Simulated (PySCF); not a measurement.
**AlHOF (SMILES [O][AlH][F]) at UMP2/6-31G(d) (spherical functions)**

What is the vertical doublet–quartet gap of AlHOF at UMP2/6-31G* (spherical functions)? The job is set up through a Python script.

The results are computed with PySCF 2.14.0.

6 further runs of the same task are left out: 1 for a known fault of the program, 3 that didn't finish, 2 set aside as unsound or not needed.

### 1 The structure to begin with

AlHOF: 4 atoms, total charge 0, spin state doublet. SMILES: `[O][AlH][F]`. Geometry: relaxed at PBE0-D4/def2-TZVP.

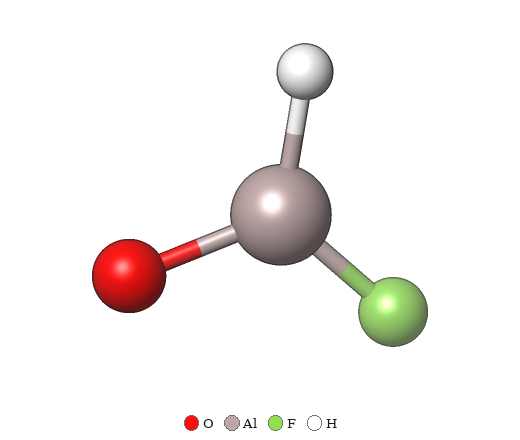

The structure, seen from a chosen angle (oxygen red, aluminium light grey, fluorine green, hydrogen white).

### 2 The charge distribution at UMP2/6-31G(d) (spherical functions)

Contents of calc.py:

```python
from pyscf import gto, mp

mol = gto.M(
    atom='O -0.128300 -1.061600 1.299400; Al 0.038200 0.026100 -0.037000; F -1.126500 -0.010300 -1.192200; H 1.272100 0.985600 -0.090400',
    max_memory=1860,
    basis='6-31g*',
    spin=1,
    verbose=3,
)

mf = mol.UHF()
mf.max_cycle = 100
mf = mf.newton()
mf.kernel()

pt = mp.MP2(mf).run()
e_tot = pt.e_tot
print(f'total energy: {e_tot:.8f} hartree')
mf.analyze()
quad = mf.quad_moment()
dm_corr = pt.make_rdm1(ao_repr=True)
dip_corr = mf.dip_moment(mol, dm_corr)
```

Run with:

```console
OMP_NUM_THREADS=1 python calc.py
```

What it wrote:

```text
converged SCF energy = -416.850818008882  <S^2> = 0.75606709  2S+1 = 2.0060579
E(UMP2) = -417.216987420701  E_corr = -0.366169411819038
E(SCS-UMP2) = -417.206430536055  E_corr = -0.35561252717298
total energy: -417.21698742 hartree
**** MO energy ****
                             alpha | beta                alpha | beta
MO #1   energy= -58.5085553664965  | -58.5089070565545  occ= 1 | 1
MO #2   energy= -26.2647887916358  | -26.2646616649114  occ= 1 | 1
MO #3   energy= -20.6167180295964  | -20.578506285608   occ= 1 | 1
MO #4   energy= -4.93349186369222  | -4.93409911437962  occ= 1 | 1
MO #5   energy= -3.24947529309337  | -3.25002923221527  occ= 1 | 1
MO #6   energy= -3.24782616017175  | -3.24830295185218  occ= 1 | 1
MO #7   energy= -3.24635138597538  | -3.2468847412786   occ= 1 | 1
MO #8   energy= -1.54686431992991  | -1.54640560731975  occ= 1 | 1
MO #9   energy= -1.33383151221362  | -1.17117695190354  occ= 1 | 1
MO #10  energy= -0.68623021183003  | -0.683479874434785 occ= 1 | 1
MO #11  energy= -0.646950895196922 | -0.631540103560156 occ= 1 | 1
MO #12  energy= -0.63015711885926  | -0.630206244268775 occ= 1 | 1
MO #13  energy= -0.625252327594863 | -0.559626053067698 occ= 1 | 1
MO #14  energy= -0.591634717997779 | -0.495957735340598 occ= 1 | 1
MO #15  energy= -0.54507977497814  | -0.488421457847995 occ= 1 | 1
MO #16  energy= -0.495985639468322 | 0.0637857041142195 occ= 1 | 0
MO #17  energy= 0.0697613970715547 | 0.0717194571245717 occ= 0 | 0
MO #18  energy= 0.101123458009391  | 0.109553285734122  occ= 0 | 0
MO #19  energy= 0.139251123468412  | 0.15391192894493   occ= 0 | 0
MO #20  energy= 0.177799385034671  | 0.205260958144268  occ= 0 | 0
MO #21  energy= 0.293800296652777  | 0.306419487766706  occ= 0 | 0
MO #22  energy= 0.309722650923072  | 0.308140845843908  occ= 0 | 0
MO #23  energy= 0.445252603259805  | 0.4568594661265    occ= 0 | 0
MO #24  energy= 0.453012198308047  | 0.476591085849155  occ= 0 | 0
MO #25  energy= 0.651246174704504  | 0.651747396146839  occ= 0 | 0
MO #26  energy= 0.705915450102927  | 0.706815222717908  occ= 0 | 0
MO #27  energy= 0.741307019093566  | 0.747472046598519  occ= 0 | 0
MO #28  energy= 0.875973007549331  | 0.885567748628483  occ= 0 | 0
MO #29  energy= 1.04200556855122   | 1.05654521936224   occ= 0 | 0
MO #30  energy= 1.17528546178407   | 1.25560526044873   occ= 0 | 0
MO #31  energy= 1.23061887518324   | 1.28082319507093   occ= 0 | 0
MO #32  energy= 1.2795132003788    | 1.32888497979796   occ= 0 | 0
MO #33  energy= 1.34202776084755   | 1.387307845028     occ= 0 | 0
MO #34  energy= 1.59097149140572   | 1.60848552974271   occ= 0 | 0
MO #35  energy= 1.60808163906853   | 1.60908989028079   occ= 0 | 0
MO #36  energy= 1.66593790692423   | 1.6688876727481    occ= 0 | 0
MO #37  energy= 1.70668667041659   | 1.73458625636661   occ= 0 | 0
MO #38  energy= 2.02719504669534   | 2.05561720473067   occ= 0 | 0
MO #39  energy= 2.03346127517403   | 2.11741262895606   occ= 0 | 0
MO #40  energy= 2.05464559487777   | 2.1186768729521    occ= 0 | 0
MO #41  energy= 2.10604632786234   | 2.12947767617793   occ= 0 | 0
MO #42  energy= 2.12532388073862   | 2.15330754930018   occ= 0 | 0
MO #43  energy= 2.15424499847841   | 2.17319434020214   occ= 0 | 0
MO #44  energy= 2.24429549569951   | 2.25401878984163   occ= 0 | 0
MO #45  energy= 2.32049301322672   | 2.32478636139286   occ= 0 | 0
MO #46  energy= 2.49115020634499   | 2.52177805199915   occ= 0 | 0
MO #47  energy= 2.77326536139947   | 2.806071119736     occ= 0 | 0
MO #48  energy= 2.94348136264664   | 2.9483997584243    occ= 0 | 0

To work with the spin densities directly, `use mulliken_meta_spin()` only printing them here.

 ** Mulliken spin pop alpha/beta on meta-lowdin orthogonal AOs **
 ** Mulliken Spin Density (per atom)  **
spin density of  0 O =      1.02058
spin density of  1 Al =     -0.03098
spin density of  2 F =      0.00217
spin density of  3 H =      0.00823
 ** Mulliken pop alpha/beta on meta-lowdin orthogonal AOs **
 ** Mulliken atomic charges   ( Nelec_alpha | Nelec_beta ) **
charge of  0O =     -0.49621  (     4.75840      3.73782 )
charge of  1Al =      1.22081  (     5.87411      5.90509 )
charge of  2F =     -0.56401  (     4.78309      4.78092 )
charge of  3H =     -0.16059  (     0.58441      0.57618 )
Dipole moment(X, Y, Z, Debye):  1.08633,  1.04539, -0.32592
Traceless quadrupole moment (Debye*A):

Dipole moment(X, Y, Z, Debye):  1.05701,  1.02213, -0.32400
```

Run time: 1.1 s. Hardware: 1 thread of Arm Neoverse V2, shared host; peak memory 0.13 GiB.

Atomic charges (e):

```tsv
atom	Mulliken
O1	-0.494
Al2	+1.241
F3	-0.605
H4	-0.141
```

### 3 The quartet

Contents of calc.py:

```python
from pyscf import gto, mp

molecule = gto.M(
    atom='O -0.128300 -1.061600 1.299400; Al 0.038200 0.026100 -0.037000; F -1.126500 -0.010300 -1.192200; H 1.272100 0.985600 -0.090400',
    verbose=3,
    basis='6-31g*',
    spin=3,
    max_memory=1860,
)

myscf = molecule.UHF()
myscf.max_cycle = 100
myscf.kernel()
if not myscf.converged:
    myscf = myscf.newton().run(myscf.mo_coeff, myscf.mo_occ)

pt = mp.MP2(myscf).run()
e_final = pt.e_tot
print('E(%s) = %.9f' % ('MP2', e_final))
myscf.analyze()
quad = myscf.quad_moment()
dm_corr = pt.make_rdm1(ao_repr=True)
dip_corr = myscf.dip_moment(molecule, dm_corr)
```

Run with:

```console
OMP_NUM_THREADS=1 python calc.py
```

What it wrote:

```text
WARN: HOMO 0.0133736790359698 >= LUMO -0.465715140942243

WARN: HOMO -0.166555507079455 >= LUMO -0.223887700791455

WARN: HOMO -0.167534359897814 >= LUMO -0.181189936944673

SCF not converged.
SCF energy = -416.567559578438 after 100 cycles  <S^2> = 3.7796047  2S+1 = 4.014775
converged SCF energy = -416.605471762059  <S^2> = 3.7637409  2S+1 = 4.0068646
E(UMP2) = -416.935688452077  E_corr = -0.330216690018246
E(SCS-UMP2) = -416.92428667365  E_corr = -0.318814911591073
E(MP2) = -416.935688452
**** MO energy ****
                             alpha | beta                alpha | beta
MO #1   energy= -58.5120251988391  | -58.5105397810054  occ= 1 | 1
MO #2   energy= -26.2398574604937  | -26.2371334746341  occ= 1 | 1
MO #3   energy= -20.891807528647   | -20.8046516074774  occ= 1 | 1
MO #4   energy= -4.93998542708465  | -4.93631358463186  occ= 1 | 1
MO #5   energy= -3.25505859494733  | -3.25361528490296  occ= 1 | 1
MO #6   energy= -3.25039574325735  | -3.24888603703097  occ= 1 | 1
MO #7   energy= -3.24902364563072  | -3.24834020637767  occ= 1 | 1
MO #8   energy= -1.62732222788887  | -1.51781581341512  occ= 1 | 1
MO #9   energy= -1.52627220171964  | -1.27744278221211  occ= 1 | 1
MO #10  energy= -0.886577137030932 | -0.744216770111181 occ= 1 | 1
MO #11  energy= -0.885639482514355 | -0.64799259236264  occ= 1 | 1
MO #12  energy= -0.842974550522927 | -0.602200253191175 occ= 1 | 1
MO #13  energy= -0.662093676261145 | -0.601900464177309 occ= 1 | 1
MO #14  energy= -0.610092139437162 | -0.465427430272795 occ= 1 | 1
MO #15  energy= -0.60022060646011  | -0.0677958940129144 occ= 1 | 0
MO #16  energy= -0.510820217078766 | -0.0584877410878334 occ= 1 | 0
MO #17  energy= -0.163288302372052 | 0.106054247999675  occ= 1 | 0
MO #18  energy= 0.0264897670981178 | 0.107212970251929  occ= 0 | 0
MO #19  energy= 0.118136734767057  | 0.151030053156852  occ= 0 | 0
MO #20  energy= 0.166665995616518  | 0.194398500669856  occ= 0 | 0
MO #21  energy= 0.254001807329566  | 0.30891819717337   occ= 0 | 0
MO #22  energy= 0.292283014069959  | 0.323427850717327  occ= 0 | 0
MO #23  energy= 0.396047127817873  | 0.445539265592492  occ= 0 | 0
MO #24  energy= 0.430699082789449  | 0.457437730577773  occ= 0 | 0
MO #25  energy= 0.61964719496633   | 0.662733217574465  occ= 0 | 0
MO #26  energy= 0.68339457900436   | 0.71381797745088   occ= 0 | 0
MO #27  energy= 0.727489935614817  | 0.753627020901562  occ= 0 | 0
MO #28  energy= 0.832066894851235  | 0.867005556888748  occ= 0 | 0
MO #29  energy= 0.97394546192595   | 1.01421647455624   occ= 0 | 0
MO #30  energy= 1.00107064204173   | 1.16182018408403   occ= 0 | 0
MO #31  energy= 1.00891290157124   | 1.19418524779664   occ= 0 | 0
MO #32  energy= 1.11839121843928   | 1.20514319493068   occ= 0 | 0
MO #33  energy= 1.31881761914029   | 1.36494650162866   occ= 0 | 0
MO #34  energy= 1.44937758871205   | 1.53071964755651   occ= 0 | 0
MO #35  energy= 1.62915129099147   | 1.63325641065094   occ= 0 | 0
MO #36  energy= 1.65978795533257   | 1.67823681831906   occ= 0 | 0
MO #37  energy= 1.68902685467172   | 1.69553680228238   occ= 0 | 0
MO #38  energy= 1.79066909714527   | 1.97782461216402   occ= 0 | 0
MO #39  energy= 1.79499510597113   | 1.9805449031196    occ= 0 | 0
MO #40  energy= 1.97518716825227   | 2.04852554419043   occ= 0 | 0
MO #41  energy= 1.9758668345358    | 2.06761382050488   occ= 0 | 0
MO #42  energy= 2.08170054184673   | 2.09137842708912   occ= 0 | 0
MO #43  energy= 2.16908871234146   | 2.17337547965282   occ= 0 | 0
MO #44  energy= 2.18944746302613   | 2.20006037261277   occ= 0 | 0
MO #45  energy= 2.33609160308718   | 2.34073412596551   occ= 0 | 0
MO #46  energy= 2.46060905044278   | 2.48337028474727   occ= 0 | 0
MO #47  energy= 2.60728480153616   | 2.67752651990084   occ= 0 | 0
MO #48  energy= 2.95312225086103   | 2.96230450477283   occ= 0 | 0

To work with the spin densities directly, `use mulliken_meta_spin()` only printing them here.

 ** Mulliken spin pop alpha/beta on meta-lowdin orthogonal AOs **
 ** Mulliken Spin Density (per atom)  **
spin density of  0 O =      2.07879
spin density of  1 Al =      0.72413
spin density of  2 F =      0.03593
spin density of  3 H =      0.16115
 ** Mulliken pop alpha/beta on meta-lowdin orthogonal AOs **
 ** Mulliken atomic charges   ( Nelec_alpha | Nelec_beta ) **
charge of  0O =      0.18888  (     4.94496      2.86617 )
charge of  1Al =      0.56477  (     6.57968      5.85555 )
charge of  2F =     -0.57204  (     4.80398      4.76806 )
charge of  3H =     -0.18160  (     0.67138      0.51023 )
Dipole moment(X, Y, Z, Debye):  1.10337, -0.98789,  2.50936
Traceless quadrupole moment (Debye*A):

Dipole moment(X, Y, Z, Debye):  1.07320, -0.97972,  2.46684
```

It took 4.2 s on 1 thread of Arm Neoverse V2, shared host; peak memory 0.13 GiB.

Atomic charges (e):

```tsv
atom	Mulliken
O1	+0.267
Al2	+0.474
F3	-0.581
H4	-0.160
```

### 4 Summary of results

At UMP2/6-31G* (spherical functions):

| quantity | value |
| --- | --- |
| doublet: total energy | -417.21699 Eh |
| doublet: dipole moment (correlated density) | 1.51 D |
| doublet: HOMO energy (Hartree–Fock orbitals) (highest over α and β) | -13.29 eV |
| doublet: LUMO energy (Hartree–Fock orbitals) (lowest over α and β) | 1.74 eV |
| doublet: correlation energy | -366.2 mEh |
| doublet: ⟨S²⟩ of the reference determinant | 0.756 |
| quartet: total energy | -416.93569 Eh |
| quartet: dipole moment (correlated density) | 2.86 D |
| quartet: HOMO energy (Hartree–Fock orbitals) (highest over α and β) | -4.44 eV |
| quartet: LUMO energy (Hartree–Fock orbitals) (lowest over α and β) | -1.84 eV |
| quartet: correlation energy | -330.2 mEh |
| quartet: ⟨S²⟩ of the reference determinant | 3.764 |
| vertical energy of the quartet above the doublet | 7.655 eV |

What this shows: At this shape the quartet lies 7.65 eV (739 kJ/mol) above the doublet. Mulliken charges (doublet) of the mean-field density run from -0.61 on F3 to +1.24 on Al2; they depend strongly on the basis. Mulliken charges (quartet) of the mean-field density run from -0.58 on F3 to +0.47 on Al2.
